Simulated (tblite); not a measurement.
**Geometry relaxation, with input and output: C$_{6}$H$_{13}$PSSi (part 2 of 2)**

C$_{6}$H$_{13}$PSSi, SMILES CC1=C[P@@](=S)(C[SiH3])CC1; GFN2-xTB geometry optimisation, gas phase (tblite 0.8.0). 

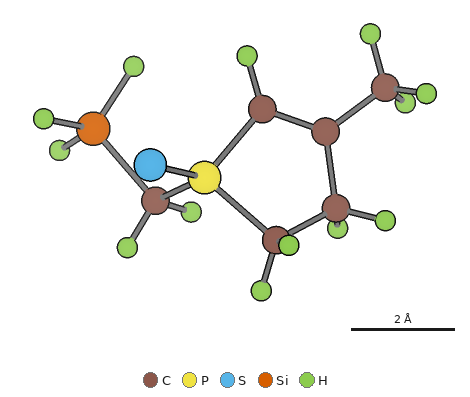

The geometry at step 68 of the log (ball-and-stick view, seen at a tilt).

Trajectory as extended XYZ, continued:
```
22
Properties=species:S:1:pos:R:3:forces:R:3 step=48 energy=-734.45453
C    -2.5187    1.2909    0.9920   -0.0070  -0.0050  -0.0030
C    -1.4921    0.4089    0.3691   -0.0030  -0.0080  -0.0120
C    -0.5700    0.7945   -0.5102    0.0070   0.0100   0.0070
P     0.4750   -0.5744   -1.0606    0.0030  -0.0030   0.0040
S     0.7924   -0.7877   -2.9598   -0.0050   0.0020   0.0060
C     1.9806   -0.5000   -0.0208    0.0010   0.0060  -0.0070
Si    3.0238    1.0304   -0.4821    0.0120   0.0050   0.0030
C    -0.6488   -1.8151   -0.2610    0.0080  -0.0020  -0.0120
C    -1.4505   -1.0402    0.7844    0.0060  -0.0130  -0.0030
H    -2.4455    2.3067    0.6132    0.0090   0.0020   0.0110
H    -2.3960    1.3047    2.0750    0.0080   0.0020  -0.0030
H    -3.5161    0.9070    0.7803   -0.0130   0.0030  -0.0050
H    -0.4674    1.7917   -0.9052   -0.0180   0.0130  -0.0180
H     1.6775   -0.4835    1.0269    0.0050  -0.0050  -0.0070
H     2.5415   -1.4175   -0.2104    0.0000   0.0050   0.0050
H     4.1085    1.0925    0.4999    0.0040  -0.0160   0.0000
H     2.1855    2.2256   -0.3523    0.0060  -0.0110  -0.0010
H     3.5456    0.8864   -1.8347   -0.0140   0.0050   0.0030
H    -0.1005   -2.6660    0.1472    0.0010   0.0150   0.0220
H    -1.3033   -2.1872   -1.0549   -0.0010   0.0000  -0.0070
H    -2.4614   -1.4403    0.8888   -0.0010  -0.0060   0.0030
H    -0.9703   -1.1080    1.7654   -0.0080  -0.0010   0.0120
22
Properties=species:S:1:pos:R:3:forces:R:3 step=52 energy=-734.45516
C    -2.5250    1.2898    0.9869    0.0030   0.0030   0.0000
C    -1.4950    0.4083    0.3683    0.0070   0.0040   0.0120
C    -0.5661    0.7974   -0.5025    0.0070  -0.0040  -0.0050
P     0.4771   -0.5714   -1.0564   -0.0040  -0.0050   0.0060
S     0.7818   -0.7767   -2.9588    0.0020  -0.0020   0.0100
C     1.9861   -0.5017   -0.0218    0.0040  -0.0010   0.0030
Si    3.0278    1.0289   -0.4841   -0.0050  -0.0070   0.0000
C    -0.6441   -1.8146   -0.2566   -0.0060   0.0100   0.0110
C    -1.4533   -1.0410    0.7850    0.0000   0.0060  -0.0060
H    -2.4458    2.3067    0.6127   -0.0010   0.0060  -0.0060
H    -2.4084    1.3032    2.0704    0.0020  -0.0160   0.0040
H    -3.5220    0.9087    0.7675   -0.0060   0.0060  -0.0020
H    -0.4609    1.7944   -0.8989   -0.0300  -0.0020  -0.0020
H     1.6852   -0.4888    1.0262   -0.0040   0.0130   0.0070
H     2.5467   -1.4193   -0.2099    0.0010  -0.0040  -0.0210
H     4.1210    1.0794    0.4884    0.0100  -0.0050  -0.0020
H     2.1881    2.2212   -0.3437    0.0080   0.0050   0.0120
H     3.5288    0.8934   -1.8448    0.0040   0.0020  -0.0030
H    -0.0921   -2.6595    0.1599   -0.0140   0.0090  -0.0080
H    -1.2951   -2.1896   -1.0527    0.0160  -0.0150   0.0160
H    -2.4650   -1.4418    0.8846    0.0140  -0.0050  -0.0080
H    -0.9804   -1.1076    1.7706   -0.0080   0.0020  -0.0180
22
Properties=species:S:1:pos:R:3:forces:R:3 step=56 energy=-734.45573
C    -2.5294    1.2899    0.9830    0.0010   0.0060   0.0040
C    -1.4961    0.4093    0.3688   -0.0130   0.0030  -0.0100
C    -0.5632    0.7991   -0.4976   -0.0250   0.0060   0.0020
P     0.4783   -0.5694   -1.0523    0.0050   0.0160  -0.0050
S     0.7735   -0.7679   -2.9565    0.0100  -0.0120  -0.0040
C     1.9902   -0.5036   -0.0219   -0.0060  -0.0030   0.0000
Si    3.0308    1.0264   -0.4853    0.0080   0.0040  -0.0030
C    -0.6404   -1.8122   -0.2515    0.0090  -0.0100  -0.0070
C    -1.4557   -1.0397    0.7842   -0.0060   0.0030   0.0080
H    -2.4456    2.3079    0.6120   -0.0030  -0.0010   0.0060
H    -2.4169    1.2975    2.0673   -0.0090  -0.0020  -0.0030
H    -3.5270    0.9126    0.7573    0.0190   0.0050   0.0000
H    -0.4647    1.7958   -0.8964   -0.0070   0.0000  -0.0010
H     1.6896   -0.4893    1.0265    0.0110  -0.0020  -0.0020
H     2.5500   -1.4212   -0.2141   -0.0100   0.0030  -0.0050
H     4.1326    1.0657    0.4790    0.0010   0.0010  -0.0140
H     2.1933    2.2189   -0.3331    0.0120   0.0050   0.0180
H     3.5165    0.8996   -1.8528    0.0080  -0.0010   0.0050
H    -0.0868   -2.6521    0.1701    0.0140  -0.0180   0.0120
H    -1.2847   -2.1970   -1.0471   -0.0110  -0.0090  -0.0060
H    -2.4653   -1.4448    0.8787   -0.0200   0.0060  -0.0110
H    -0.9893   -1.1063    1.7716    0.0140   0.0010   0.0160
22
Properties=species:S:1:pos:R:3:forces:R:3 step=60 energy=-734.45636
C    -2.5369    1.2912    0.9776   -0.0040  -0.0100   0.0010
C    -1.5011    0.4102    0.3699    0.0080  -0.0150   0.0110
C    -0.5623    0.8031   -0.4880    0.0050  -0.0100  -0.0300
P     0.4807   -0.5638   -1.0453   -0.0240  -0.0260  -0.0040
S     0.7666   -0.7611   -2.9513    0.0120  -0.0060   0.0030
C     1.9977   -0.5061   -0.0223   -0.0030   0.0210  -0.0140
Si    3.0364    1.0243   -0.4897   -0.0050   0.0020   0.0000
C    -0.6351   -1.8117   -0.2445   -0.0100  -0.0050   0.0150
C    -1.4612   -1.0390    0.7853    0.0070  -0.0190  -0.0100
H    -2.4487    2.3099    0.6106    0.0080   0.0100   0.0140
H    -2.4367    1.2912    2.0625   -0.0050   0.0130   0.0130
H    -3.5313    0.9168    0.7391   -0.0280  -0.0080  -0.0050
H    -0.4672    1.7999   -0.8866    0.0070   0.0080  -0.0040
H     1.7050   -0.4935    1.0281    0.0080  -0.0100  -0.0020
H     2.5541   -1.4238   -0.2237   -0.0130   0.0030   0.0040
H     4.1530    1.0512    0.4563    0.0150   0.0030  -0.0030
H     2.2039    2.2168   -0.3113    0.0120   0.0070   0.0150
H     3.4997    0.9084   -1.8655    0.0090   0.0000  -0.0020
H    -0.0796   -2.6474    0.1861    0.0040   0.0180  -0.0090
H    -1.2739   -2.2062   -1.0411    0.0080   0.0100   0.0130
H    -2.4723   -1.4453    0.8670    0.0120   0.0120   0.0110
H    -1.0011   -1.1058    1.7769   -0.0220   0.0010  -0.0180
22
Properties=species:S:1:pos:R:3:forces:R:3 step=64 energy=-734.45732
C    -2.5460    1.2911    0.9732   -0.0070  -0.0070   0.0030
C    -1.5067    0.4094    0.3696    0.0000   0.0240  -0.0080
C    -0.5682    0.8049   -0.4881   -0.0050  -0.0050   0.0080
P     0.4777   -0.5609   -1.0413    0.0190   0.0090  -0.0060
S     0.7616   -0.7548   -2.9478    0.0070  -0.0190  -0.0060
C     2.0010   -0.5039   -0.0265   -0.0060  -0.0090   0.0040
Si    3.0440    1.0224   -0.4935    0.0150   0.0060   0.0030
C    -0.6278   -1.8127   -0.2335   -0.0030   0.0150  -0.0110
C    -1.4666   -1.0401    0.7842   -0.0140   0.0340   0.0040
H    -2.4479    2.3141    0.6173    0.0030  -0.0290   0.0120
H    -2.4588    1.2832    2.0599   -0.0080  -0.0010  -0.0100
H    -3.5406    0.9243    0.7188    0.0080   0.0040   0.0060
H    -0.4765    1.8042   -0.8836    0.0190  -0.0250  -0.0050
H     1.7211   -0.4978    1.0276   -0.0170   0.0070  -0.0090
H     2.5505   -1.4246   -0.2344    0.0010   0.0090  -0.0120
H     4.1804    1.0280    0.4296    0.0090   0.0000  -0.0020
H     2.2249    2.2177   -0.2766    0.0070   0.0080   0.0030
H     3.4846    0.9199   -1.8779   -0.0010   0.0080   0.0000
H    -0.0627   -2.6361    0.2071    0.0030   0.0050  -0.0020
H    -1.2572   -2.2216   -1.0287   -0.0120  -0.0110  -0.0050
H    -2.4786   -1.4445    0.8540   -0.0050  -0.0130   0.0190
H    -1.0186   -1.1029    1.7805   -0.0130  -0.0100   0.0130
22
Properties=species:S:1:pos:R:3:forces:R:3 step=68 energy=-734.45798
C    -2.5543    1.2895    0.9701    0.0060   0.0090   0.0010
C    -1.5111    0.4114    0.3701   -0.0040  -0.0240   0.0100
C    -0.5693    0.8056   -0.4842    0.0100   0.0030   0.0020
P     0.4788   -0.5582   -1.0380   -0.0150  -0.0040  -0.0020
S     0.7606   -0.7557   -2.9448    0.0010  -0.0130   0.0010
C     2.0053   -0.5030   -0.0289    0.0090   0.0120  -0.0070
Si    3.0517    1.0226   -0.4961   -0.0050  -0.0020   0.0060
C    -0.6252   -1.8102   -0.2274   -0.0070  -0.0060   0.0060
C    -1.4732   -1.0373    0.7847    0.0060  -0.0350   0.0030
H    -2.4484    2.3126    0.6220   -0.0060   0.0300  -0.0130
H    -2.4785    1.2781    2.0569   -0.0010  -0.0210   0.0140
H    -3.5470    0.9280    0.7040   -0.0050  -0.0070  -0.0010
H    -0.4742    1.8036   -0.8797    0.0150   0.0090  -0.0120
H     1.7314   -0.5010    1.0265   -0.0180   0.0060  -0.0030
H     2.5509   -1.4237   -0.2456    0.0120   0.0010  -0.0040
H     4.2030    1.0146    0.4082    0.0070  -0.0050   0.0020
H     2.2407    2.2191   -0.2529    0.0120   0.0010  -0.0040
H     3.4721    0.9302   -1.8877   -0.0060   0.0110   0.0030
H    -0.0545   -2.6268    0.2198   -0.0100   0.0120  -0.0020
H    -1.2492   -2.2311   -1.0216   -0.0010   0.0090   0.0070
H    -2.4845   -1.4454    0.8492   -0.0040   0.0040  -0.0070
H    -1.0353   -1.1037    1.7857    0.0040   0.0090  -0.0020
22
Properties=species:S:1:pos:R:3:forces:R:3 step=72 energy=-734.45838
C    -2.5569    1.2900    0.9698   -0.0010  -0.0040  -0.0010
C    -1.5138    0.4106    0.3695    0.0060   0.0160  -0.0070
C    -0.5719    0.8058   -0.4850    0.0000  -0.0010   0.0010
P     0.4764   -0.5571   -1.0395    0.0040  -0.0070   0.0030
S     0.7596   -0.7589   -2.9458   -0.0070  -0.0100   0.0040
C     2.0050   -0.5004   -0.0321   -0.0090  -0.0030  -0.0030
Si    3.0562    1.0222   -0.4950    0.0050   0.0040  -0.0010
C    -0.6235   -1.8097   -0.2236    0.0020  -0.0030   0.0020
C    -1.4760   -1.0387    0.7850   -0.0030   0.0190  -0.0010
H    -2.4477    2.3155    0.6259   -0.0060  -0.0110   0.0110
H    -2.4866    1.2697    2.0574    0.0030  -0.0010  -0.0100
H    -3.5497    0.9312    0.6979    0.0080   0.0030  -0.0020
H    -0.4743    1.8027   -0.8840   -0.0020  -0.0030   0.0090
H     1.7284   -0.4988    1.0230   -0.0020  -0.0010  -0.0100
H     2.5497   -1.4215   -0.2511    0.0030   0.0090   0.0110
H     4.2155    1.0024    0.3994   -0.0020  -0.0070   0.0000
H     2.2544    2.2215   -0.2385    0.0050   0.0070   0.0000
H     3.4658    0.9385   -1.8903   -0.0050   0.0100   0.0010
H    -0.0468   -2.6182    0.2284    0.0000  -0.0190   0.0050
H    -1.2441   -2.2392   -1.0151   -0.0060   0.0030  -0.0030
H    -2.4876   -1.4464    0.8457    0.0000   0.0000  -0.0070
H    -1.0425   -1.1018    1.7880    0.0060  -0.0010  -0.0030
22
Properties=species:S:1:pos:R:3:forces:R:3 step=76 energy=-734.45867
C    -2.5609    1.2894    0.9674   -0.0010  -0.0020   0.0000
C    -1.5147    0.4124    0.3698   -0.0030  -0.0110  -0.0030
C    -0.5695    0.8063   -0.4814   -0.0010  -0.0020  -0.0060
P     0.4762   -0.5588   -1.0362    0.0070   0.0040  -0.0080
S     0.7568   -0.7646   -2.9421   -0.0100  -0.0080  -0.0120
C     2.0072   -0.4992   -0.0350    0.0110   0.0030   0.0100
Si    3.0604    1.0231   -0.4960   -0.0030   0.0090  -0.0050
C    -0.6232   -1.8104   -0.2186    0.0040   0.0020  -0.0060
C    -1.4797   -1.0369    0.7853    0.0090  -0.0120  -0.0030
H    -2.4517    2.3161    0.6291    0.0060   0.0060   0.0050
H    -2.4969    1.2634    2.0550    0.0040   0.0020   0.0010
H    -3.5519    0.9322    0.6883   -0.0010  -0.0080  -0.0060
H    -0.4695    1.8032   -0.8792    0.0010   0.0050   0.0030
H     1.7317   -0.5003    1.0198    0.0010   0.0060   0.0150
H     2.5544   -1.4183   -0.2544    0.0020  -0.0070   0.0020
H     4.2284    0.9931    0.3873   -0.0110  -0.0080  -0.0030
H     2.2657    2.2246   -0.2272    0.0030   0.0040   0.0050
H     3.4560    0.9494   -1.8959   -0.0020   0.0050   0.0010
H    -0.0460   -2.6183    0.2357   -0.0190   0.0010  -0.0020
H    -1.2423   -2.2403   -1.0115    0.0030  -0.0030   0.0050
H    -2.4914   -1.4458    0.8398    0.0060   0.0120   0.0050
H    -1.0494   -1.1009    1.7897   -0.0060   0.0030   0.0000
22
Properties=species:S:1:pos:R:3:forces:R:3 step=80 energy=-734.45894
C    -2.5654    1.2882    0.9642    0.0070  -0.0010  -0.0020
C    -1.5163    0.4125    0.3685    0.0060   0.0030   0.0020
C    -0.5685    0.8067   -0.4795    0.0020   0.0020  -0.0040
P     0.4774   -0.5587   -1.0350   -0.0040  -0.0020   0.0030
S     0.7487   -0.7695   -2.9421   -0.0030  -0.0020   0.0020
C     2.0108   -0.4975   -0.0362   -0.0040  -0.0010   0.0000
Si    3.0642    1.0247   -0.4978   -0.0080  -0.0040   0.0010
C    -0.6201   -1.8104   -0.2137   -0.0060   0.0000   0.0000
C    -1.4819   -1.0363    0.7845   -0.0050   0.0040   0.0020
H    -2.4532    2.3176    0.6346    0.0090  -0.0040  -0.0050
H    -2.5085    1.2560    2.0520   -0.0020  -0.0050   0.0000
H    -3.5545    0.9333    0.6748    0.0040  -0.0010   0.0020
H    -0.4666    1.8049   -0.8734    0.0020   0.0010  -0.0060
H     1.7354   -0.4995    1.0191    0.0080   0.0070   0.0020
H     2.5578   -1.4168   -0.2572   -0.0020   0.0010   0.0060
H     4.2412    0.9769    0.3718    0.0000  -0.0010   0.0010
H     2.2804    2.2284   -0.2095   -0.0030   0.0050   0.0080
H     3.4430    0.9631   -1.9026   -0.0010   0.0030  -0.0070
H    -0.0447   -2.6155    0.2468    0.0020   0.0000  -0.0020
H    -1.2364   -2.2466   -1.0047    0.0010   0.0000  -0.0110
H    -2.4943   -1.4432    0.8333   -0.0060  -0.0050   0.0060
H    -1.0590   -1.0989    1.7920    0.0010   0.0010   0.0020
22
Properties=species:S:1:pos:R:3:forces:R:3 step=84 energy=-734.45906
C    -2.5611    1.2877    0.9662    0.0000   0.0010   0.0030
C    -1.5142    0.4125    0.3671   -0.0030  -0.0020  -0.0020
C    -0.5697    0.8058   -0.4851    0.0010  -0.0030   0.0050
P     0.4762   -0.5609   -1.0378   -0.0010  -0.0020   0.0020
S     0.7496   -0.7768   -2.9440    0.0010   0.0010   0.0030
C     2.0074   -0.4959   -0.0357   -0.0010   0.0010   0.0000
Si    3.0615    1.0261   -0.4961    0.0040   0.0050  -0.0030
C    -0.6225   -1.8112   -0.2163   -0.0020  -0.0010  -0.0010
C    -1.4806   -1.0360    0.7843    0.0010  -0.0030  -0.0010
H    -2.4497    2.3170    0.6363    0.0020  -0.0010  -0.0030
H    -2.5010    1.2545    2.0539    0.0020   0.0000   0.0000
H    -3.5513    0.9320    0.6811    0.0050   0.0040  -0.0040
H    -0.4680    1.8040   -0.8798    0.0000  -0.0060  -0.0030
H     1.7306   -0.4948    1.0192    0.0020   0.0040   0.0000
H     2.5562   -1.4150   -0.2524   -0.0030   0.0000   0.0030
H     4.2344    0.9780    0.3798   -0.0040   0.0000  -0.0040
H     2.2794    2.2327   -0.2128   -0.0020  -0.0070   0.0060
H     3.4484    0.9635   -1.8992   -0.0060   0.0010   0.0040
H    -0.0484   -2.6188    0.2418    0.0000   0.0030  -0.0030
H    -1.2401   -2.2444   -1.0085   -0.0010   0.0030   0.0000
H    -2.4931   -1.4428    0.8375    0.0020   0.0030   0.0000
H    -1.0544   -1.0978    1.7906    0.0030  -0.0020  -0.0030
```

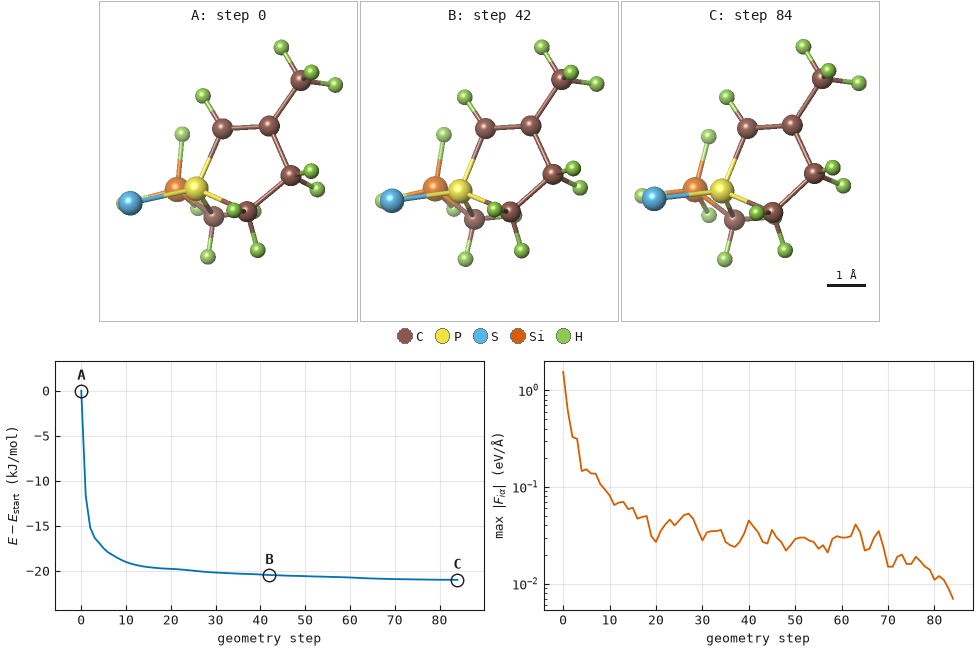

Frames of the relaxation (ball-and-stick view, seen at a tilt) above the curves, on which the letters mark them (steps are counted from 0).

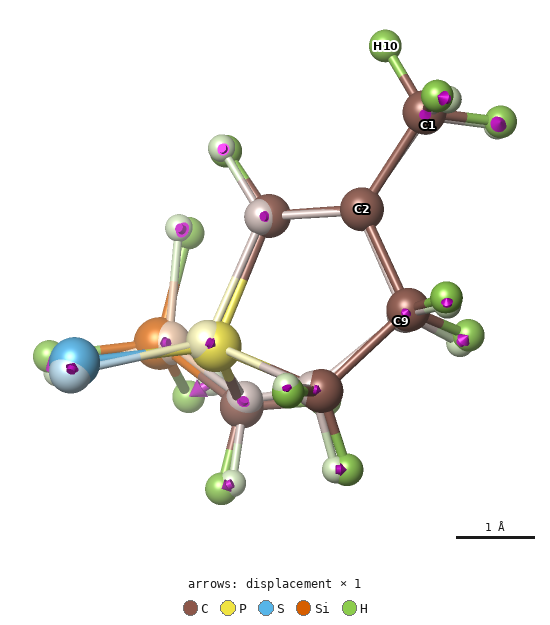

Start (faint) and end (solid) with the displacements as pink arrows, at true length (ball-and-stick view, seen at a tilt). The two geometries are laid on each other by the best rigid fit. Over 84 geometry steps the energy falls by 21.0 kJ/mol. Largest force component: 1.5 eV/Å at the start, 0.007 eV/Å at the end. H16 moves most after the best rigid fit: 0.35 Å. Largest moves by element: H 0.35 Å, S 0.15 Å, Si 0.14 Å, C 0.14 Å, P 0.12 Å. Among the contacts that change: C6–Si7 1.842 → 1.908 Å, C3–P4 1.753 → 1.808 Å, P4–C6 1.800 → 1.831 Å, Si7–H16 1.493 → 1.465 Å. Among the angles that change: C3–P4–S5 123.9° → 117.8°, C6–P4–C8 100.7° → 106.1°, C2–C3–H13 121.8° → 125.1°. (Atoms are counted from 1 in the order of the input.)

The run was set up as follows.

Input:
```
{"job": {"kind": "relax", "xc": "GFN2-xTB", "basis": "xTB"}, "charge": 0, "multiplicity": 1}
C     -2.455400     1.295200     1.027300
C     -1.477600     0.407200     0.354900
C     -0.592800     0.774300    -0.586200
P      0.450500    -0.516500    -1.150700
S      0.763300    -0.909100    -3.014900
C      1.873500    -0.470900    -0.049200
Si     2.952800     0.972900    -0.428100
C     -0.596600    -1.777200    -0.307400
C     -1.390300    -1.049000     0.776600
H     -2.406900     2.321600     0.651700
H     -2.288100     1.327100     2.105800
H     -3.485200     0.931300     0.855700
H     -0.559200     1.786500    -0.975900
H      1.546900    -0.422600     0.991900
H      2.435400    -1.397200    -0.147000
H      4.008000     1.078800     0.623500
H      2.168000     2.232100    -0.388200
H      3.622200     0.835800    -1.738200
H     -0.009000    -2.600700     0.104400
H     -1.293700    -2.196200    -1.043500
H     -2.392700    -1.485700     0.885300
H     -0.883600    -1.118400     1.742100
```

The first line tells a small driver script what to run in tblite; the rest is the geometry in Å.

Command:
```bash
OMP_NUM_THREADS=1 python <driver script> task.json out
```

Key numbers:

```json
{"quantity": "outcome", "value": "converged"}
{"quantity": "total energy", "value": "−734.4591 eV"}
{"quantity": "hardware", "value": "1 CPU thread, shared host"}
{"quantity": "wall time", "value": "0.77 s"}
{"quantity": "peak memory", "value": "0.18 GiB"}
```
